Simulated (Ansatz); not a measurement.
# CH3BN2: rotation by 180° about the N1–B2 bond, part 1 of 2

Wanted: the energy profile along the rotation by 180° about the N1–B2 bond, from relaxed end points and a band of images. SMILES of the start: NB1C=N1.

Method: RKS B3LYP-D4/def2-SVPD, in Ansatz 0.2.0.

## Step 1: The structure to begin with

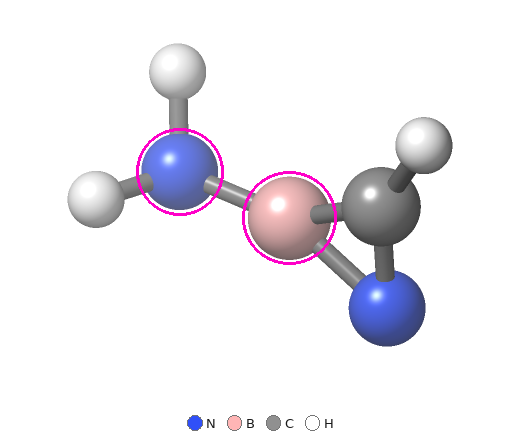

The starting structure, seen from a free direction (nitrogen blue, boron pink, carbon grey, hydrogen white). Ringed: N1, B2.

Coordinates:

```xyz
7

N    -0.8200    1.1213   -0.1238
B    -0.1624   -0.1660   -0.3306
C     0.8581   -1.1157   -0.0318
N    -0.0066   -1.4780   -0.8991
H    -1.4934    1.0466    0.6744
H    -0.1372    1.8775    0.1319
H     1.8227   -1.3537    0.5334
```

## Step 2: End point A

input.yaml reads:

```yaml
crystal:
  periodic: [false, false, false]
  atoms:
    - { symbol: "N", position_ang: [-0.82, 1.1213, -0.1238] }
    - { symbol: B, position_ang: [-0.1624, -0.166, -0.3306] }
    - { symbol: C, position_ang: [0.8581, -1.1157, -0.0318] }
    - { symbol: "N", position_ang: [-0.0066, -1.478, -0.8991] }
    - { symbol: H, position_ang: [-1.4934, 1.0466, 0.6744] }
    - { symbol: H, position_ang: [-0.1372, 1.8775, 0.1319] }
    - { symbol: H, position_ang: [1.8227, -1.3537, 0.5334] }
basis:
  gaussian: { orbitals: def2-SVPD }
hamiltonian:
  xc: b3lyp
  dispersion: d4
relax:
  f_tol: 0.015
  max_steps: 40
```

Command:

```bash
$ ansatz run input.yaml --threads 2 --pin off --max-ram 3072MiB --backend cpu --events-out ev --progress --plain --runs-dir out
```

What it wrote (excerpt; [...] marks lines left out):

```text
Warning: RAYON_NUM_THREADS=2 ignored (pool sized by the plan → 2); use --threads N
[...]
Functional definition: B3LYP
[...]
870 factors; their error is unknown
[...]
mean field -4737.76103835 eV, -174.1095067897 hartree, gradient 2.0e-5 eV, S^2 0.000000; 0 other end points of the search recorded, 0 dependent functions left out
[...]
reference -4737.76128294 eV, -174.1095157780 hartree; 14, 14 occupied and 90, 90 virtual orbitals, 870 factors
relax step   1: F+E_penalty+E_count = -4737.92334137 eV  Δ(F+E_penalty+E_count) = +0.000e0 eV  max|allowed force component| = 3.213e0 eV/Å  Δτ_max = 0.0000 Å  (29 SCF iters, accepted)
[...]
relax step   3: F+E_penalty+E_count = -4738.73995493 eV  Δ(F+E_penalty+E_count) = -3.472e-1 eV  max|allowed force component| = 1.137e0 eV/Å  Δτ_max = 0.1917 Å  (37 SCF iters, accepted)
[...]
relax step   5: F+E_penalty+E_count = -4739.01180989 eV  Δ(F+E_penalty+E_count) = -7.242e-2 eV  max|allowed force component| = 9.139e-1 eV/Å  Δτ_max = 0.1871 Å  (39 SCF iters, accepted)
[...]
relax step   7: F+E_penalty+E_count = -4739.04633316 eV  Δ(F+E_penalty+E_count) = +6.253e-3 eV  max|allowed force component| = 4.588e-1 eV/Å  Δτ_max = 0.1294 Å  (40 SCF iters, rejected (line search))
[...]
relax step   9: F+E_penalty+E_count = -4739.07846606 eV  Δ(F+E_penalty+E_count) = -1.588e-3 eV  max|allowed force component| = 2.508e-2 eV/Å  Δτ_max = 0.0242 Å  (34 SCF iters, accepted)
[...]
relax step  10: F+E_penalty+E_count = -4739.07883021 eV  Δ(F+E_penalty+E_count) = -3.641e-4 eV  max|allowed force component| = 8.969e-3 eV/Å  Δτ_max = 0.0146 Å  (34 SCF iters, accepted)
870 factors; their error is unknown
[...]
mean field -4738.91663134 eV, -174.1519740489 hartree, gradient 3.3e-5 eV, S^2 0.000000; 1 other end points of the search recorded, 0 dependent functions left out
[...]
reference -4738.91687554 eV, -174.1519830229 hartree; 14, 14 occupied and 90, 90 virtual orbitals, 870 factors
Total energy: -4739.07907440 eV, -174.1579437212 hartree
Atom 0 at    -0.737394     1.097835     0.106716 Å, force     0.000697    -0.000849     0.000931 eV/Å
Atom 1 at    -0.038712    -0.093240    -0.036219 Å, force    -0.001239     0.004955    -0.000968 eV/Å
Atom 2 at     1.037843    -1.081393    -0.051798 Å, force    -0.008969    -0.002991    -0.004330 eV/Å
Atom 3 at    -0.147334    -1.491113    -0.398631 Å, force     0.006408     0.001444     0.003130 eV/Å
Atom 4 at    -1.728225     1.170112    -0.082078 Å, force     0.001573    -0.001074    -0.000397 eV/Å
Atom 5 at    -0.308047     1.961395     0.405297 Å, force    -0.000344    -0.001356     0.000237 eV/Å
Atom 6 at     1.983070    -1.631596     0.011112 Å, force     0.001873    -0.000129     0.001397 eV/Å
Dipole moment:     0.109902     0.510719     0.146903 e Å
```

It took 16 s on 2 threads of Arm Neoverse V2, shared host; peak memory 0.17 GiB.

Step by step:

```csv
step,energy from step 1 (eV),largest force component (eV/Å)
1,0.0000,3.2134
2,-0.4694,1.0658
3,-0.8166,1.1365
4,-1.0160,0.8858
5,-1.0885,0.9139
6,-1.1292,0.6900
7x,-1.1230,0.4588
8,-1.1535,0.2165
9,-1.1551,0.0251
10,-1.1555,0.0090
```

Step 1 is the start. 1 step was tried and not accepted (marked x).

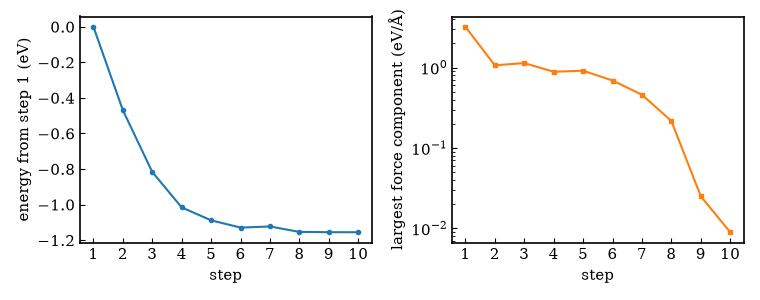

Energy and largest force along the relaxation.

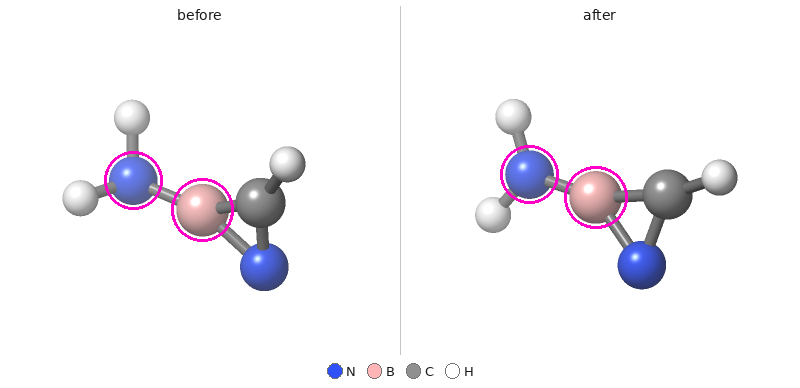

The structure before (left) and after (right), drawn at the same scale.

After: Bond lengths: N1–B2 1.388 Å, B2–C3 1.461 Å, B2–N4 1.448 Å, C3–N4 1.301 Å, N1–H5 1.011 Å, N1–H6 1.010 Å, C3–H7 1.096 Å. Angles: N1–B2–C3 162.2°, N1–B2–N4 144.7°, C3–B2–N4 53.1°, B2–N1–H5 122.4°, B2–N1–H6 123.4°, H5–N1–H6 114.3°, B2–C3–N4 62.9°, B2–C3–H7 167.1°, N4–C3–H7 130.0°, B2–N4–C3 64.0°.

## Step 3: End point B

The second end starts from a geometry with the move made by hand.

input.yaml reads:

```yaml
crystal:
  periodic: [false, false, false]
  atoms:
    - { symbol: "N", position_ang: [-0.82, 1.1213, -0.1238] }
    - { symbol: B, position_ang: [-0.1624, -0.166, -0.3306] }
    - { symbol: C, position_ang: [-0.05305, -1.42807, -0.98471] }
    - { symbol: "N", position_ang: [0.85922, -1.15888, -0.13237] }
    - { symbol: H, position_ang: [-1.4934, 1.0466, 0.6744] }
    - { symbol: H, position_ang: [-0.1372, 1.8775, 0.1319] }
    - { symbol: H, position_ang: [-0.50953, -2.18474, -1.7097] }
basis:
  gaussian: { orbitals: def2-SVPD }
hamiltonian:
  xc: b3lyp
  dispersion: d4
relax:
  f_tol: 0.015
  max_steps: 40
```

Command:

```bash
$ ansatz run input.yaml --threads 2 --pin off --max-ram 3072MiB --backend cpu --events-out ev --progress --plain --runs-dir out
```

What it wrote (excerpt; [...] marks lines left out):

```text
Warning: RAYON_NUM_THREADS=2 ignored (pool sized by the plan → 2); use --threads N
[...]
[... 1 set-up line as earlier in the session ...]
[...]
870 factors; their error is unknown
[...]
mean field -4737.84733498 eV, -174.1126781323 hartree, gradient 1.4e-5 eV, S^2 0.000000; 0 other end points of the search recorded, 0 dependent functions left out
[...]
reference -4737.84758131 eV, -174.1126871848 hartree; 14, 14 occupied and 90, 90 virtual orbitals, 870 factors
relax step   1: F+E_penalty+E_count = -4738.00940136 eV  Δ(F+E_penalty+E_count) = +0.000e0 eV  max|allowed force component| = 3.374e0 eV/Å  Δτ_max = 0.0000 Å  (29 SCF iters, accepted)
[...]
relax step   3: F+E_penalty+E_count = -4738.79873633 eV  Δ(F+E_penalty+E_count) = -3.413e-1 eV  max|allowed force component| = 2.149e0 eV/Å  Δτ_max = 0.1990 Å  (37 SCF iters, accepted)
[...]
870 factors; their error is unknown
mean field -4738.91662858 eV, -174.1519739471 hartree, gradient 3.3e-5 eV, S^2 0.000000; 1 other end points of the search recorded, 0 dependent functions left out
[...]
reference -4738.91687258 eV, -174.1519829140 hartree; 14, 14 occupied and 90, 90 virtual orbitals, 870 factors
Total energy: -4739.07907547 eV, -174.1579437604 hartree
Atom 0 at    -0.691898     1.054798     0.163916 Å, force    -0.002980     0.008127     0.002882 eV/Å
Atom 1 at    -0.232977    -0.148099    -0.354742 Å, force     0.005174    -0.005991    -0.001064 eV/Å
Atom 2 at    -0.192868    -1.474601    -0.966618 Å, force     0.002929    -0.000629    -0.001300 eV/Å
Atom 3 at     0.945332    -0.946382    -0.623246 Å, force    -0.004232     0.001869     0.000387 eV/Å
Atom 4 at    -1.668220     1.309361     0.197625 Å, force    -0.001498    -0.002095    -0.001082 eV/Å
Atom 5 at    -0.067366     1.754323     0.542297 Å, force     0.002149    -0.000972    -0.000118 eV/Å
Atom 6 at    -0.408363    -2.441690    -1.434112 Å, force    -0.001541    -0.000309     0.000296 eV/Å
Dipole moment:    -0.478630     0.245584     0.072486 e Å
```

Run time: 14 s. Hardware: 2 threads of Arm Neoverse V2, shared host; peak memory 0.17 GiB.

The steps of the relaxation:

```csv
step,energy from step 1 (eV),largest force component (eV/Å)
1,0.0000,3.3740
2,-0.4480,1.4571
3,-0.7893,2.1491
4,-1.0074,0.6871
5,-1.0285,0.4118
6,-1.0528,0.4113
7,-1.0666,0.1063
8,-1.0694,0.0254
9,-1.0694,0.0081
```

Step 1 is the start.

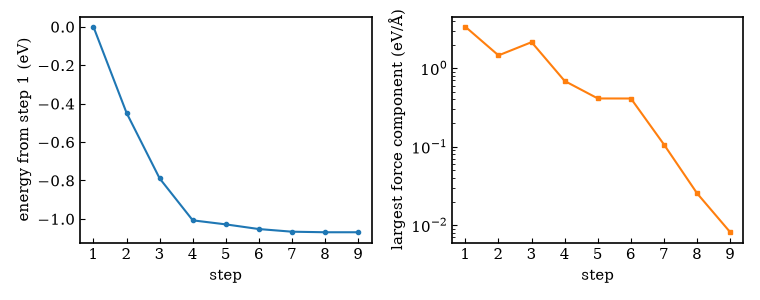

How energy and force went from step to step.

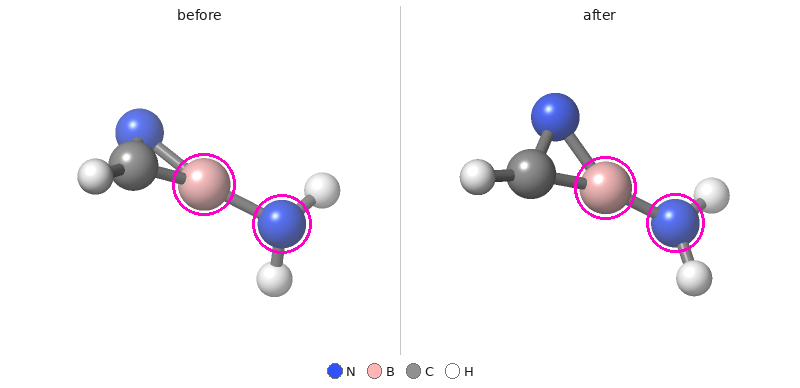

Before and after, at one scale.

After: Bond lengths: N1–B2 1.388 Å, B2–C3 1.461 Å, B2–N4 1.448 Å, C3–N4 1.301 Å, N1–H5 1.010 Å, N1–H6 1.011 Å, C3–H7 1.096 Å. Angles: N1–B2–C3 162.2°, N1–B2–N4 144.7°, C3–B2–N4 53.1°, B2–N1–H5 123.4°, B2–N1–H6 122.4°, H5–N1–H6 114.2°, B2–C3–N4 62.9°, B2–C3–H7 167.0°, N4–C3–H7 130.0°, B2–N4–C3 64.0°.

(Continued in part 2 of 2.)
